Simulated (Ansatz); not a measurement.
# C2H3Br (vinyl bromide) at HF/STO-3G

What is the vertical singlet–triplet gap of C2H3Br (vinyl bromide) at HF/STO-3G? 

Program for the calculation: Ansatz 0.2.0.

36 further runs of the same task are left out: 36 set aside as unsound or not needed.

## Step 1: Starting point

C2H3Br: 6 atoms, total charge 0, spin state singlet. As SMILES, `C=CBr`. The coordinates come from a PBE0-D4/def2-TZVP relaxation.

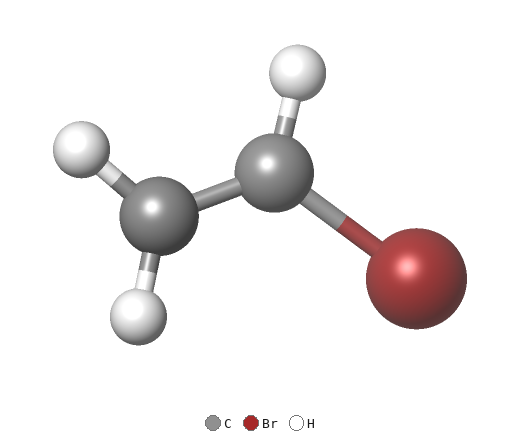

The structure, seen from a chosen angle (carbon grey, bromine red, hydrogen white).

## Step 2: The energy at HF/STO-3G

Contents of job.yaml:

```yaml
crystal:
  periodic: [false, false, false]
  atoms:
    - {symbol: C, position_ang: [-0.550460, 0.207600, -0.473000]}
    - {symbol: C, position_ang: [0.418150, 0.025740, 0.403150]}
    - {symbol: Br, position_ang: [1.201850, -1.649360, 0.746820]}
    - {symbol: H, position_ang: [-0.963860, -0.603240, -1.059290]}
    - {symbol: H, position_ang: [-0.955390, 1.202650, -0.619610]}
    - {symbol: H, position_ang: [0.849720, 0.816610, 1.001930]}
basis:
  gaussian: {orbitals: STO-3G}
hamiltonian: {xc: hf}
accuracy: high
output: {orbitals: {seedname: orbitals}}
```

Launch:

```console
$ ansatz run job.yaml --threads 1 --pin off --max-ram 3480MiB --events-out events.jsonl --progress --plain --runs-dir runs
```

What it wrote:

```text
Warning: RAYON_NUM_THREADS=1 ignored (pool sized by the plan → 1); use --threads N
Functional definition: HF
  name "HF"
  exchange = exact_x
  correlation = 0
478 factors; integrals over basis functions are off by at most 4.9e-9 eV
mean field evaluation 1: about -71324.4897 eV, gradient 1.6e1 eV
mean field evaluation 2: about -71324.5818 eV, gradient 1.6e1 eV
mean field evaluation 4: about -71325.6663 eV, gradient 1.6e0 eV
mean field evaluation 8: about -71325.6781 eV, gradient 1.9e-2 eV
mean field -71325.67814900 eV, -2621.1703256947 hartree, gradient 4.9e-8 eV, S^2 0.000000; 0 other end points of the search recorded, 0 dependent functions left out
reference -71325.67814900 eV, -2621.1703256947 hartree; 25, 25 occupied and 6, 6 virtual orbitals, 478 factors
Total energy: -71325.67814900 eV, -2621.1703256947 hartree
```

Run time: 0.2 s. Hardware: 1 thread of Arm Neoverse V2, shared host.

## Step 3: The triplet at the same level

Contents of in.yaml:

```yaml
crystal:
  periodic: [false, false, false]
  atoms:
    - symbol: C
      position_ang: [-0.550460, 0.207600, -0.473000]
    - symbol: C
      position_ang: [0.418150, 0.025740, 0.403150]
    - symbol: Br
      position_ang: [1.201850, -1.649360, 0.746820]
    - symbol: H
      position_ang: [-0.963860, -0.603240, -1.059290]
    - symbol: H
      position_ang: [-0.955390, 1.202650, -0.619610]
    - symbol: H
      position_ang: [0.849720, 0.816610, 1.001930]
basis:
  gaussian: {orbitals: STO-3G}
magnetization: {spin_polarized: true, initial_magnetization: 2}
hamiltonian: {xc: hf}
accuracy: high
output: {orbitals: {seedname: orbitals}}
```

Launch:

```console
$ ansatz run in.yaml --threads 1 --pin off --max-ram 3480MiB --events-out events.jsonl --progress --plain --runs-dir runs
```

What it wrote:

```text
Warning: RAYON_NUM_THREADS=1 ignored (pool sized by the plan → 1); use --threads N
[... 4 set-up lines as earlier in the session ...]
478 factors; integrals over basis functions are off by at most 4.9e-9 eV
mean field evaluation 1: about -71320.9470 eV, gradient 9.1e0 eV
mean field evaluation 2: about -71321.0709 eV, gradient 9.0e0 eV
mean field evaluation 4: about -71321.9640 eV, gradient 1.6e0 eV
mean field evaluation 8: about -71322.0325 eV, gradient 1.2e-2 eV
mean field -71322.03254763 eV, -2621.0363523155 hartree, gradient 1.5e-8 eV, S^2 2.027782; 0 other end points of the search recorded, 0 dependent functions left out
reference -71322.03254763 eV, -2621.0363523155 hartree; 26, 24 occupied and 5, 7 virtual orbitals, 478 factors
Total energy: -71322.03254763 eV, -2621.0363523155 hartree
```

It took 0.26 s on 1 thread of Arm Neoverse V2, shared host.

## Step 4: Results

At HF/STO-3G:

| quantity | value |
| --- | --- |
| singlet: total energy | -2621.17033 Eh |
| singlet: HOMO energy | -7.81 eV |
| singlet: LUMO energy | 8.15 eV |
| singlet: HOMO–LUMO gap | 15.97 eV |
| triplet: total energy | -2621.03635 Eh |
| triplet: HOMO energy (highest over α and β) | -5.38 eV |
| triplet: LUMO energy (lowest over α and β) | 4.32 eV |
| triplet: ⟨S²⟩ | 2.028 |
| vertical energy of the triplet above the singlet | 3.646 eV |

At this shape the triplet lies 3.65 eV (84 kcal/mol) above the singlet. In a minimal basis such a difference can be off by several eV, whatever the method.
